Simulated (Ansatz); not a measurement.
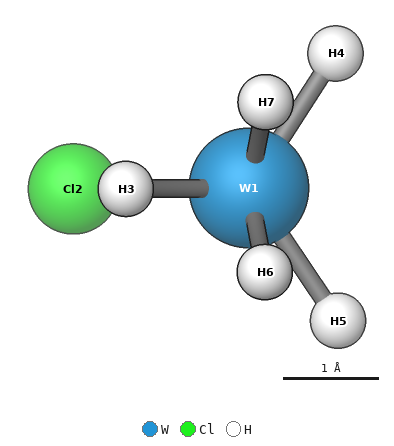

Fig. 1: The input geometry (ball-and-stick view, seen at a tilt; atoms are numbered from 1 in the order of the input). Sticks mark near contacts.

WH5Cl: geometry relaxation

- system: WH5Cl
- method: RKS B3LYP-D4/def2-SVP (Ansatz 0.2.0)

It belongs to a series of runs on one base structure; here: end point A relaxed. Figures and captions count atoms from 1; the log counts them from 0 in places.

Log:
```
The last accepted step is kept in [file] (removed where the run ends without a failure and the disk answers)
Engine: ansatz 0.2.0, aarch64-unknown-linux-gnu
Functional definition: B3LYP
  parameter a0 = 0.2
  parameter ax = 0.72
  parameter ac = 0.81
  exchange = (1 - a0 - ax)*slater_x + ax*b88_x + a0*exact_x
  correlation = (1 - ac)*vwn_rpa_c + ac*lyp_c
803 factors; integrals over basis functions are off by at most 4.6e-4 eV
mean field evaluation 1: about -14424.6612 eV, gradient 2.0e1 eV
mean field evaluation 2: about -14424.1483 eV, gradient 2.6e1 eV
mean field evaluation 4: about -14425.8081 eV, gradient 3.3e0 eV
mean field evaluation 8: about -14425.8618 eV, gradient 1.6e-1 eV
mean field evaluation 16: about -14425.8619 eV, gradient 5.7e-5 eV
mean field -14425.86191392 eV, -530.1406471362 hartree, gradient 5.7e-5 eV, S^2 0.000000; 0 other end points of the search recorded, 0 dependent functions left out
the calculation of the forces begins
reference -14425.86218996 eV, -530.1406572804 hartree; 18, 18 occupied and 57, 57 virtual orbitals, 803 factors
relax step   1: F+E_penalty+E_count = -14426.09878604 eV  Δ(F+E_penalty+E_count) = +0.000e0 eV  max|allowed force component| = 1.215e0 eV/Å  Δτ_max = 0.0000 Å  (28 SCF iters, accepted)
these checks for a lower state are left out or cut short: starts, cluster_reference, orbital_swaps, neighbouring_geometries, increment
803 factors; integrals over basis functions are off by at most 1.2e-3 eV
mean field -14425.89451779 eV, -530.1418453062 hartree, gradient 2.5e-5 eV, S^2 0.000000; 0 other end points of the search recorded, 0 dependent functions left out
the calculation of the forces begins
reference -14425.89479355 eV, -530.1418554402 hartree; 18, 18 occupied and 57, 57 virtual orbitals, 803 factors
relax step   2: F+E_penalty+E_count = -14426.13323104 eV  Δ(F+E_penalty+E_count) = -3.445e-2 eV  max|allowed force component| = 4.112e-1 eV/Å  Δτ_max = 0.1949 Å  (37 SCF iters, accepted)
these checks for a lower state are left out or cut short: starts, cluster_reference, orbital_swaps, neighbouring_geometries, increment
803 factors; integrals over basis functions are off by at most 6.8e-4 eV
mean field evaluation 32: about -14425.9319 eV, gradient 2.2e-5 eV
mean field -14425.93192677 eV, -530.1432200608 hartree, gradient 2.2e-5 eV, S^2 0.000000; 0 other end points of the search recorded, 0 dependent functions left out
the calculation of the forces begins
reference -14425.93220247 eV, -530.1432301927 hartree; 18, 18 occupied and 57, 57 virtual orbitals, 803 factors
relax step   3: F+E_penalty+E_count = -14426.17065384 eV  Δ(F+E_penalty+E_count) = -3.742e-2 eV  max|allowed force component| = 4.080e-2 eV/Å  Δτ_max = 0.0867 Å  (31 SCF iters, accepted)
these checks for a lower state are left out or cut short: starts, cluster_reference, orbital_swaps, neighbouring_geometries, increment
803 factors; integrals over basis functions are off by at most 6.6e-4 eV
mean field -14425.93294157 eV, -530.1432573542 hartree, gradient 7.7e-6 eV, S^2 0.000000; 0 other end points of the search recorded, 0 dependent functions left out
the calculation of the forces begins
reference -14425.93321754 eV, -530.1432674959 hartree; 18, 18 occupied and 57, 57 virtual orbitals, 803 factors
relax step   4: F+E_penalty+E_count = -14426.17177522 eV  Δ(F+E_penalty+E_count) = -1.121e-3 eV  max|allowed force component| = 1.744e-2 eV/Å  Δτ_max = 0.0116 Å  (35 SCF iters, accepted)
```

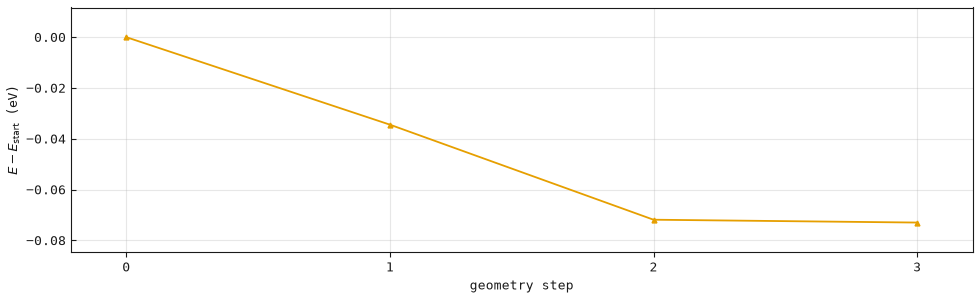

Fig. 2: Progress of the relaxation, step by step (the first geometry is step 0 here and step 1 in the log).

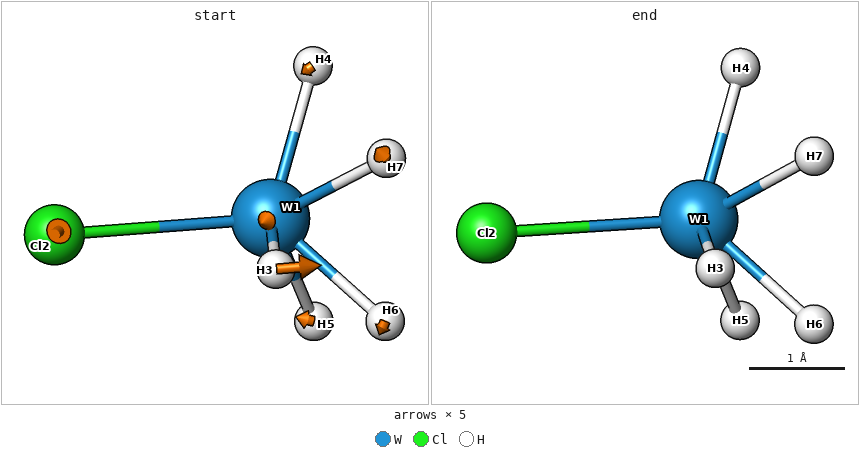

Fig. 3: Before (left) and after (right) the relaxation, at one scale (ball-and-stick view, seen at a tilt). The orange arrows give the displacements, magnified 5 times. The atom that moves furthest after the best rigid fit is H3 (0.098 Å). Largest moves by element: H 0.098 Å, Cl 0.079 Å, W 0.045 Å. Among the contacts that change: W1–Cl2 2.349 → 2.281 Å, W1–H3 1.695 → 1.660 Å, W1–H6 1.674 → 1.681 Å, W1–H7 1.675 → 1.680 Å. Among the angles that change: Cl2–W1–H3 77.4° → 84.1°, H3–W1–H7 63.4° → 60.8°, H6–W1–H7 65.0° → 67.2°. Over 3 geometry steps the energy falls by 0.073 eV. The largest force component goes from 1.2 to 0.017 eV/Å. (Atoms are counted from 1 in the order of the input.)

```
803 factors; integrals over basis functions are off by at most 6.6e-4 eV
mean field -14425.93294157 eV, -530.1432573542 hartree, gradient 7.7e-6 eV, S^2 0.000000; 1 other end points of the search recorded, 0 dependent functions left out
the calculation of the forces begins
reference -14425.93321754 eV, -530.1432674959 hartree; 18, 18 occupied and 57, 57 virtual orbitals, 803 factors
Total energy: -14426.17205119 eV, -530.1520444707 hartree
Atom 0 at     0.002392     0.164620     0.374757 Å, force     0.017441    -0.009151    -0.003320 eV/Å
Atom 1 at     0.924514     0.280003     2.457918 Å, force    -0.005233    -0.003264    -0.016876 eV/Å
Atom 2 at     1.346049    -0.741433     0.017095 Å, force    -0.014011     0.008454     0.001912 eV/Å
Atom 3 at    -0.138487     1.715336    -0.312770 Å, force    -0.005565     0.007438     0.004668 eV/Å
Atom 4 at    -1.511982    -0.611178     0.422749 Å, force    -0.007109     0.003277     0.005553 eV/Å
Atom 5 at    -0.157054    -1.176713    -0.625120 Å, force     0.005695    -0.006448     0.005679 eV/Å
Atom 6 at     0.755867     0.369366    -1.113329 Å, force     0.008782    -0.000306     0.002385 eV/Å
Dipole moment:    -0.148723     0.105203     0.055264 e Å
```

Trajectory as extended XYZ (Å, eV, eV/Å), 4 frames, from step=1 to step=4:
```
7
Properties=species:S:1:pos:R:3:forces:R:3 step=1 energy=-14426.09879
W    -0.0375    0.1817    0.3618    1.2146  -0.3635   0.9010
Cl    0.9950    0.2485    2.4704   -0.5778   0.0812  -0.7778
H     1.3674   -0.7333    0.1134   -0.5490   0.2975  -0.1700
H    -0.1402    1.7276   -0.3425   -0.0284   0.0113   0.0146
H    -1.5319   -0.6251    0.3880   -0.0662  -0.0084   0.0319
H    -0.1482   -1.1516   -0.6452   -0.0098   0.0121  -0.0142
H     0.7166    0.3522   -1.1246    0.0166  -0.0302   0.0145
7
Properties=species:S:1:pos:R:3:forces:R:3 step=2 energy=-14426.13323
W     0.0142    0.1636    0.3939   -0.3082   0.0287  -0.4112
Cl    0.8875    0.3090    2.4831    0.1912  -0.0605   0.1633
H     1.3132   -0.7396   -0.0737    0.2546  -0.0875   0.3144
H    -0.1273    1.7143   -0.2979   -0.0070  -0.0256   0.0130
H    -1.5025   -0.6169    0.4413    0.0517   0.0423  -0.0043
H    -0.1288   -1.1538   -0.6307   -0.1896  -0.1650   0.0313
H     0.7650    0.3234   -1.0947    0.0073   0.2675  -0.1065
7
Properties=species:S:1:pos:R:3:forces:R:3 step=3 energy=-14426.17065
W     0.0054    0.1634    0.3777   -0.0408   0.0226  -0.0270
Cl    0.9177    0.2864    2.4647    0.0186  -0.0197  -0.0221
H     1.3456   -0.7426    0.0067   -0.0046   0.0053   0.0329
H    -0.1297    1.7130   -0.3141   -0.0258   0.0034   0.0250
H    -1.5066   -0.6185    0.4233   -0.0033   0.0316   0.0155
H    -0.1629   -1.1726   -0.6251    0.0240  -0.0384  -0.0083
H     0.7519    0.3709   -1.1119    0.0319  -0.0049  -0.0160
7
Properties=species:S:1:pos:R:3:forces:R:3 step=4 energy=-14426.17178
W     0.0024    0.1646    0.3748    0.0174  -0.0092  -0.0033
Cl    0.9245    0.2800    2.4579   -0.0052  -0.0033  -0.0169
H     1.3460   -0.7414    0.0171   -0.0140   0.0085   0.0019
H    -0.1385    1.7153   -0.3128   -0.0056   0.0074   0.0047
H    -1.5120   -0.6112    0.4227   -0.0071   0.0033   0.0056
H    -0.1571   -1.1767   -0.6251    0.0057  -0.0064   0.0057
H     0.7559    0.3694   -1.1133    0.0088  -0.0003   0.0024
```

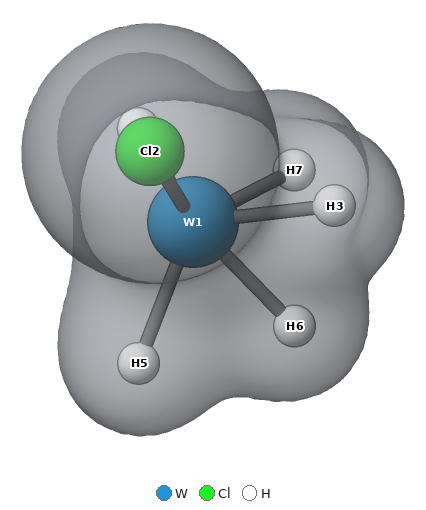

Fig. 4: Isosurface of the electron density at 0.1 e/Å³ (grey), seen at an oblique angle. At this value the surface is in one piece. On the grid the lowest density along these lines, outside the cores, is 0.67 e/Å³ (W–Cl, 2.28 Å) and 1 e/Å³ (W–H, 1.66 Å).

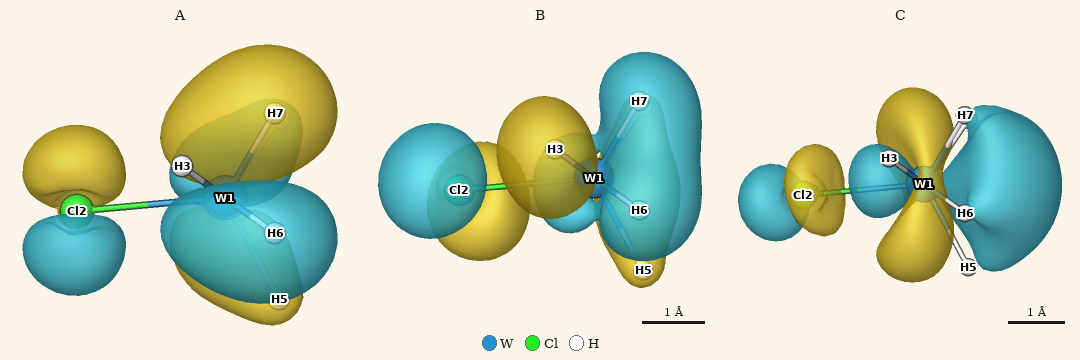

Fig. 5: Three frontier orbitals at ±0.1 Å⁻³ᐟ² (yellow and cyan are the two phases). A is the HOMO−1 (−8.74 eV). By Hirshfeld shares it lies mainly on W1 (45 %), H6 (15 %), H7 (15 %) and Cl2 (10 %). B is the HOMO (−8.10 eV). It lies mainly on W1 (40 %), Cl2 (25 %), H3 (10 %), H6 (10 %) and H7 (10 %). C is the LUMO (−3.44 eV). It lies mainly on W1 (70 %) and Cl2 (10 %). The HOMO–LUMO gap is 4.66 eV between the orbital energies.

The run was set up as follows.

The input:
```yaml
crystal:
  periodic: [false, false, false]
  atoms:
    - { symbol: W, position_ang: [-0.037538, 0.181703, 0.361751] }
    - { symbol: Cl, position_ang: [0.995029, 0.248452, 2.470434] }
    - { symbol: H, position_ang: [1.367436, -0.733311, 0.113368] }
    - { symbol: H, position_ang: [-0.140182, 1.727579, -0.342499] }
    - { symbol: H, position_ang: [-1.531868, -0.625105, 0.38801] }
    - { symbol: H, position_ang: [-0.148213, -1.15155, -0.645182] }
    - { symbol: H, position_ang: [0.716636, 0.352232, -1.124582] }
basis:
  gaussian: { orbitals: def2-SVP }
hamiltonian:
  xc: b3lyp
  dispersion: d4
relax:
  f_tol: 0.03
  max_steps: 50
output:
  orbitals: {}
```

Launched with:
```bash
ansatz run input.yaml --threads 1 --pin off --max-ram 2048MiB --backend cpu --events-out ev --progress --plain --runs-dir out
```

Key numbers:

```tsv
quantity	value
outcome	converged
total energy	−14426.1721 eV
mean-field energy	−14425.9332 eV
largest force (length of the vector) at the end	0.020 eV/Å
hardware	1 thread of Arm Neoverse V1, 24 GiB of memory available, shared host
wall time	19 s
peak memory	0.14 GiB
```
